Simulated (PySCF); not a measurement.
# SiH2F2 (SMILES F[SiH2]F) at 6 levels

Aim: a comparison of 6 runs (HF/STO-3G, B2PLYP/aug-cc-pVDZ, BLYP/aug-cc-pVDZ, PBE0/aug-cc-pVDZ, r2SCAN/aug-cc-pVDZ, wB97X/aug-cc-pVDZ) of SiH2F2. Input form: a Python script.

Program for the calculation: PySCF 2.14.0.

1 further run of the same task is left out (set aside as unsound or not needed).

### Step 1. The molecule

SiH2F2 has 5 atoms, charge 0, and is taken as a singlet. As SMILES, `F[SiH2]F`. Geometry: relaxed at PBE0-D4/def2-TZVP.

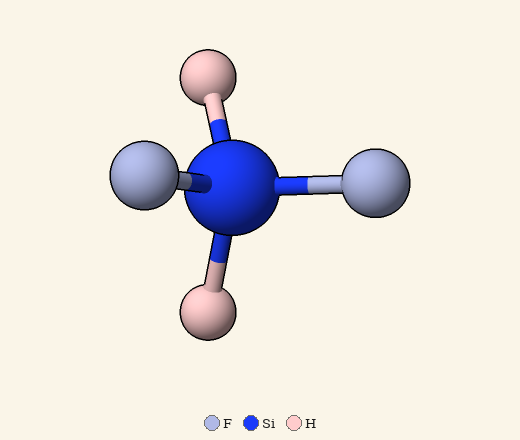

Viewed from a chosen angle; fluorine light blue, silicon blue, hydrogen pink.

### Step 2. A single-point energy at HF/STO-3G (run 1)

run.py reads:

```python
# F[SiH2]F
from pyscf import gto, scf

mol = gto.Mole()
mol.atom = '''
F   -1.079010   0.538200   0.980720
Si  -0.005220  -0.000540  -0.054090
F    1.247630  -0.520590   0.766910
H   -0.590470  -1.138740  -0.786300
H    0.427070   1.121680  -0.907250
'''
mol.verbose = 4
mol.basis = 'sto-3g'
mol.max_memory = 1860
mol.build()

hf = scf.RHF(mol)
hf.conv_tol = 1e-10
hf.kernel()
if not hf.converged:
    hf = hf.newton().run(hf.mo_coeff, hf.mo_occ)

etot = hf.e_tot
print('E = %.10f Eh' % etot)
```

The run is started by

```sh
$ OMP_NUM_THREADS=1 python run.py
```

What it wrote:

```text
PySCF version 2.14.0

[INPUT] num. atoms = 5
[INPUT] num. electrons = 34
[INPUT] charge = 0
[INPUT] spin (= nelec alpha-beta = 2S) = 0
[INPUT] symmetry False subgroup None
[INPUT] Mole.unit = angstrom
[INPUT] Symbol           X                Y                Z      unit          X                Y                Z       unit  Magmom
[INPUT]  1 F     -1.079010000000   0.538200000000   0.980720000000 AA   -2.039033385667   1.017050600241   1.853292204883 Bohr   0.0
[INPUT]  2 Si    -0.005220000000  -0.000540000000  -0.054090000000 AA   -0.009864370370  -0.001020452107  -0.102215286078 Bohr   0.0
[INPUT]  3 F      1.247630000000  -0.520590000000   0.766910000000 AA    2.357679004791  -0.983772523187   1.449249862190 Bohr   0.0
[INPUT]  4 H     -0.590470000000  -1.138740000000  -0.786300000000 AA   -1.115826584772  -2.151906727087  -1.485891651746 Bohr   0.0
[INPUT]  5 H      0.427070000000   1.121680000000  -0.907250000000 AA    0.807045336018   2.119667999402  -1.714454026512 Bohr   0.0

nuclear repulsion = 118.741930749531
number of shells = 13
number of NR pGTOs = 63
number of NR cGTOs = 21
basis = sto-3g
ecp = {}

******** <class 'pyscf.scf.hf.RHF'> ********
method = RHF
initial guess = minao
damping factor = 0
level_shift factor = 0
DIIS = <class 'pyscf.scf.diis.CDIIS'>
diis_start_cycle = 1
diis_space = 8
diis_damp = 0
SCF conv_tol = 1e-10
SCF conv_tol_grad = None
SCF max_cycles = 50
direct_scf = True
direct_scf_tol = 1e-13
Set gradient conv threshold to 1e-05
Initial guess from minao.
init E= -482.614888564883
  HOMO = -0.388546141974688  LUMO = 0.242225768905476  gap/eV = 17.16418
cycle= 1 E= -482.778746358455  delta_E= -0.164  |g|= 0.416  |ddm|= 2.38
  HOMO = -0.324539500115432  LUMO = 0.429418904658479  gap/eV = 20.51625
cycle= 2 E= -482.8647421793  delta_E= -0.086  |g|= 0.0773  |ddm|= 0.858
  HOMO = -0.377041058571462  LUMO = 0.473434798618755  gap/eV = 23.14263
cycle= 3 E= -482.867679506239  delta_E= -0.00294  |g|= 0.0248  |ddm|= 0.136
  HOMO = -0.380409447778942  LUMO = 0.478173679202382  gap/eV = 23.36324
cycle= 4 E= -482.868186548543  delta_E= -0.000507  |g|= 0.00312  |ddm|= 0.0798
  HOMO = -0.380465044693114  LUMO = 0.478203836590367  gap/eV = 23.36557
cycle= 5 E= -482.868193921005  delta_E= -7.37e-06  |g|= 0.000386  |ddm|= 0.00958
  HOMO = -0.380527417786385  LUMO = 0.47822501216698  gap/eV = 23.36784
cycle= 6 E= -482.86819401802  delta_E= -9.7e-08  |g|= 5.03e-05  |ddm|= 0.00105
  HOMO = -0.380522512027892  LUMO = 0.478223478800858  gap/eV = 23.36767
cycle= 7 E= -482.868194019956  delta_E= -1.94e-09  |g|= 1.26e-05  |ddm|= 0.000134
  HOMO = -0.380522931414268  LUMO = 0.478225241173488  gap/eV = 23.36773
cycle= 8 E= -482.868194020105  delta_E= -1.49e-10  |g|= 1.79e-06  |ddm|= 4.64e-05
  HOMO = -0.38052299090875  LUMO = 0.478224919513934  gap/eV = 23.36772
cycle= 9 E= -482.868194020107  delta_E= -2.16e-12  |g|= 1.2e-07  |ddm|= 6.26e-06
  HOMO = -0.380523007290903  LUMO = 0.478224938247422  gap/eV = 23.36772
Extra cycle  E= -482.868194020108  delta_E= -2.27e-13  |g|= 3.5e-08  |ddm|= 2.46e-07
converged SCF energy = -482.868194020108
E = -482.8681940201 Eh
```

Run time: 0.46 s. Hardware: 1 thread of Arm Neoverse V2, shared host; peak memory 0.1 GiB.

### Step 3. The energy at B2PLYP/aug-cc-pVDZ (run 2)

job.py reads:

```python
# F[SiH2]F
from pyscf import gto, dft, mp

molecule = gto.Mole()
molecule.atom = '''
F     -2.039033     1.017051     1.853292
Si    -0.009864    -0.001020    -0.102215
F      2.357679    -0.983773     1.449250
H     -1.115827    -2.151907    -1.485892
H      0.807045     2.119668    -1.714454
'''
molecule.charge = 0
molecule.basis = 'aug-cc-pvdz'
molecule.max_memory = 1860
molecule.unit = 'bohr'
molecule.verbose = 3
molecule.build()

ks = dft.RKS(molecule)
ks.xc = '0.53*HF + 0.47*B88, 0.73*LYP'
ks.conv_tol = 1e-10
ks.grids.level = 5
ks.kernel()
if not ks.converged:
    ks = ks.newton().run(ks.mo_coeff, ks.mo_occ)

pt = mp.MP2(ks, frozen=7).run()
energy = ks.e_tot + 0.27 * pt.e_corr
print('PT2 part  %.8f' % (0.27 * pt.e_corr))
print(f'total energy: {energy:.8f} hartree')
```

The run is started by

```sh
$ OMP_NUM_THREADS=1 python job.py
```

What it wrote:

```text
converged SCF energy = -490.089761404356
E(RMP2) = -490.704792036242  E_corr = -0.61503063188602
E(SCS-RMP2) = -490.69032914552  E_corr = -0.600567741163897
PT2 part  -0.16605827
total energy: -490.25581967 hartree
```

Wall time 10 s (1 thread of Arm Neoverse V2, shared host); peak memory 0.45 GiB.

Runs 3 to 5 aren't shown in full; the table further down has their settings and results.

### Step 4. The energy at wB97X/aug-cc-pVDZ (run 6)

calc.py reads:

```python
from pyscf import gto, dft

mol = gto.M(
    atom='''
F     -1.079010     0.538200     0.980720
Si    -0.005220    -0.000540    -0.054090
F      1.247630    -0.520590     0.766910
H     -0.590470    -1.138740    -0.786300
H      0.427070     1.121680    -0.907250
''',
    basis='aug-cc-pvdz',
    max_memory=1860,
    verbose=4,
    charge=0,
    spin=0,
)

ks = dft.RKS(mol)
ks.xc = 'wb97x'
ks.conv_tol = 1e-10
ks.grids.level = 5
ks.kernel()
if not ks.converged:
    ks = ks.newton().run(ks.mo_coeff, ks.mo_occ)

energy = ks.e_tot
print('Final energy', energy)
```

The run is started by

```sh
$ OMP_NUM_THREADS=1 python calc.py
```

What it wrote:

```text
PySCF version 2.14.0

[INPUT] num. atoms = 5
[INPUT] num. electrons = 34
[INPUT] charge = 0
[INPUT] spin (= nelec alpha-beta = 2S) = 0
[INPUT] symmetry False subgroup None
[INPUT] Mole.unit = angstrom
[INPUT] Symbol           X                Y                Z      unit          X                Y                Z       unit  Magmom
[INPUT]  1 F     -1.079010000000   0.538200000000   0.980720000000 AA   -2.039033385667   1.017050600241   1.853292204883 Bohr   0.0
[INPUT]  2 Si    -0.005220000000  -0.000540000000  -0.054090000000 AA   -0.009864370370  -0.001020452107  -0.102215286078 Bohr   0.0
[INPUT]  3 F      1.247630000000  -0.520590000000   0.766910000000 AA    2.357679004791  -0.983772523187   1.449249862190 Bohr   0.0
[INPUT]  4 H     -0.590470000000  -1.138740000000  -0.786300000000 AA   -1.115826584772  -2.151906727087  -1.485891651746 Bohr   0.0
[INPUT]  5 H      0.427070000000   1.121680000000  -0.907250000000 AA    0.807045336018   2.119667999402  -1.714454026512 Bohr   0.0

nuclear repulsion = 118.741930749531
number of shells = 34
number of NR pGTOs = 142
number of NR cGTOs = 91
basis = aug-cc-pvdz
ecp = {}

******** <class 'pyscf.dft.rks.RKS'> ********
method = RKS
initial guess = minao
damping factor = 0
level_shift factor = 0
DIIS = <class 'pyscf.scf.diis.CDIIS'>
diis_start_cycle = 1
diis_space = 8
diis_damp = 0
SCF conv_tol = 1e-10
SCF conv_tol_grad = None
SCF max_cycles = 50
direct_scf = True
direct_scf_tol = 1e-13
XC library pyscf.dft.libxc version 7.0.0
    S. Lehtola, C. Steigemann, M. J.T. Oliveira, and M. A.L. Marques.,  SoftwareX 7, 1–5 (2018)
XC functionals = wb97x
radial grids:
    Treutler-Ahlrichs [JCP 102, 346 (1995); DOI:10.1063/1.469408] (M4) radial grids

becke partition: Becke, JCP 88, 2547 (1988); DOI:10.1063/1.454033
pruning grids: <function nwchem_prune>
grids dens level: 5
symmetrized grids: False
atomic radii adjust function: <function treutler_atomic_radii_adjust>
small_rho_cutoff = 0
Set gradient conv threshold to 1e-05
[... 1 set-up line as earlier in the session ...]
tot grids = 178392
init E= -490.481968142227
  HOMO = -0.382296443275298  LUMO = 0.0190899442695606  gap/eV = 10.92228
cycle= 1 E= -490.37805801022  delta_E= 0.104  |g|= 0.67  |ddm|= 2.36
  HOMO = -0.431698883666052  LUMO = 0.0447259554781746  gap/eV = 12.96418
cycle= 2 E= -490.377269855311  delta_E= 0.000788  |g|= 0.747  |ddm|= 0.957
  HOMO = -0.464439536015059  LUMO = 0.0500842484818712  gap/eV = 14.00091
cycle= 3 E= -490.460747928485  delta_E= -0.0835  |g|= 0.0337  |ddm|= 0.422
  HOMO = -0.454470873724385  LUMO = 0.0516964964784808  gap/eV = 13.77352
cycle= 4 E= -490.461018355674  delta_E= -0.00027  |g|= 0.00747  |ddm|= 0.0996
  HOMO = -0.454470903639383  LUMO = 0.0518258616686201  gap/eV = 13.77704
cycle= 5 E= -490.46103990796  delta_E= -2.16e-05  |g|= 0.00106  |ddm|= 0.0278
  HOMO = -0.454707661629854  LUMO = 0.0518012443560468  gap/eV = 13.78281
cycle= 6 E= -490.46104033306  delta_E= -4.25e-07  |g|= 0.00015  |ddm|= 0.00443
  HOMO = -0.45469176845684  LUMO = 0.0518010953007705  gap/eV = 13.78237
cycle= 7 E= -490.461040345371  delta_E= -1.23e-08  |g|= 2.59e-05  |ddm|= 0.000606
  HOMO = -0.454691659976215  LUMO = 0.0518010312406759  gap/eV = 13.78237
cycle= 8 E= -490.461040345745  delta_E= -3.74e-10  |g|= 6.06e-06  |ddm|= 5.9e-05
  HOMO = -0.454691603036895  LUMO = 0.0518010255039082  gap/eV = 13.78237
cycle= 9 E= -490.46104034577  delta_E= -2.51e-11  |g|= 2.93e-06  |ddm|= 1.97e-05
  HOMO = -0.454691549518663  LUMO = 0.0518010253073678  gap/eV = 13.78236
Extra cycle  E= -490.461040345769  delta_E= 1.59e-12  |g|= 3.16e-06  |ddm|= 4.09e-06
converged SCF energy = -490.461040345769
Final energy -490.4610403457689
```

Run time: 14 s. Hardware: 1 thread of Arm Neoverse V2, shared host; peak memory 0.45 GiB.

### Step 5. The series

```csv
run,level,frozen core orbitals,integration grid,energy (Eh),dipole moment (D),HOMO energy (eV),LUMO energy (eV),wall time
1,HF/STO-3G,–,–,-482.868194,1.26,-10.35,13.01,0.46 s
2,B2PLYP/aug-cc-pVDZ,7,5,-490.255820,1.69,-11.34,0.53,10 s
3,BLYP/aug-cc-pVDZ,–,5,-490.484227,1.48,-8.34,-0.79,9.6 s
4,PBE0/aug-cc-pVDZ,–,5,-490.194315,1.58,-9.90,-0.12,9 s
5,r2SCAN/aug-cc-pVDZ,–,5,-490.399111,1.48,-8.76,-0.26,20 s
6,wB97X/aug-cc-pVDZ,–,5,-490.461040,1.63,-12.37,1.41,14 s
```

### Step 6. Results

| quantity | value |
| --- | --- |
| run 6: total energy | -490.46104 Eh |
| run 6: dipole moment | 1.63 D |
| run 6: HOMO energy | -12.37 eV |
| run 6: LUMO energy | 1.41 eV |
| run 6: HOMO–LUMO gap | 13.78 eV |

In words: The dipole moment (its size) runs from 1.26 D (HF/STO-3G) to 1.69 D (B2PLYP/aug-cc-pVDZ). The two ends differ in method and basis. A double hybrid's value is that of its SCF part. The HOMO–LUMO gap runs from 7.55 eV (BLYP/aug-cc-pVDZ) to 23.37 eV (HF/STO-3G). Totals of different functionals can't be ranked against each other. In run 1 the basis is minimal, so the values are rough. All runs together took 64 s, the longest 20 s.
